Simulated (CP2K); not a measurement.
Consider 3-chlorofuran at its PBE geometry (Å).

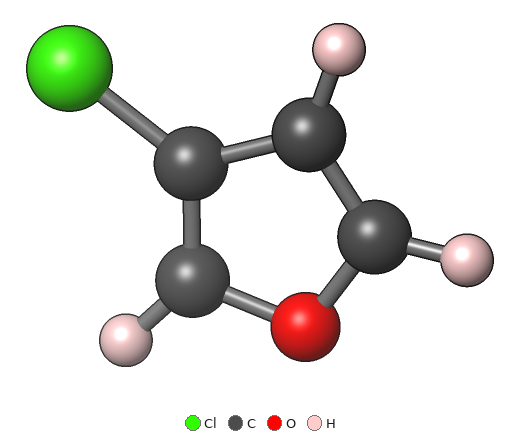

The molecule (chlorine green, carbon dark grey, oxygen red, hydrogen pink).

```xyz
9

Cl    1.8757    0.3255    1.8630
C     0.6996    0.0408    0.6370
C    -0.4038    0.8937    0.3070
C    -1.0547    0.2689   -0.7168
O    -0.4315   -0.9140   -1.0402
C     0.6489   -1.0400   -0.1993
H    -0.6637    1.8349    0.7764
H    -1.9335    0.5119   -1.3011
H     1.2631   -1.9215   -0.3259
```

Method: CP2K XAS_TDP, all-electron GAPW, PBEh(45%), aug-pc-1, TDA, no relativity.

**Question.** Predict the bright core excitations at the C K edge.

Leading lines: C2 283.07 eV, C3 281.84 eV, C4 282.47 eV and C6 282.54 eV. The leading line of an atom is its first one with 35 % of the strongest within 2.5 eV of its lowest line over the strength cut. 

The first six lines of each atom with a strength over 0.0015:

```tsv
atom	energy (eV)	states	strength, one atom
C2 (bonded to 2 C and Cl)	283.07	1	0.0521
	283.81	1	0.0494
	285.42	1	0.0080
	287.66	1	0.0048
	288.27	1	0.0059
	288.73	1	0.0037
C3 (bonded to 2 C and H)	281.84	1	0.0479
	284.14	1	0.0080
	284.22	1	0.0126
	285.29	1	0.0039
	285.70	1	0.0034
	286.17	1	0.0017
C4 (bonded to C, O and H)	282.47	1	0.0569
	285.49	1	0.0187
	286.13	1	0.0169
	286.37	1	0.0030
	286.88	1	0.0018
	287.10	1	0.0020
C6 (bonded to C, O and H)	282.54	1	0.0542
	285.38	1	0.0237
	285.99	1	0.0059
	286.37	1	0.0019
	286.50	1	0.0055
	286.81	1	0.0075
```

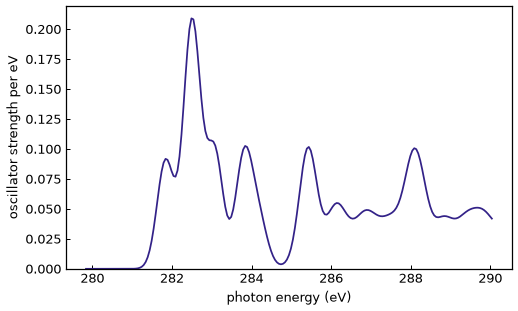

All atoms added, broadened by 0.5 eV.

Lines are vertical, at one geometry, with no vibrational structure. Without a correction of the core level, line positions, and the gaps between valence and Rydberg lines, follow the share of exact exchange. At this level such K lines come out 3 to 6 eV under measured ones. These values hold no scalar relativity, about 0.1 eV for C 1s. Rydberg lines, and the discretised continuum above threshold, depend on the basis and the box.

[Banner, clock and machine lines of the logs are left out without a mark of their own.]

[Logs are printed without paths, hosts, clocks, repeated set-up lines and the standing remarks that a program may print on its own settings, such as how far it seeks lower states.]

[Hosts, paths, dates, database ids (printed as entryN), source tags and the programs' standing remarks are cut or masked in the printed files.]
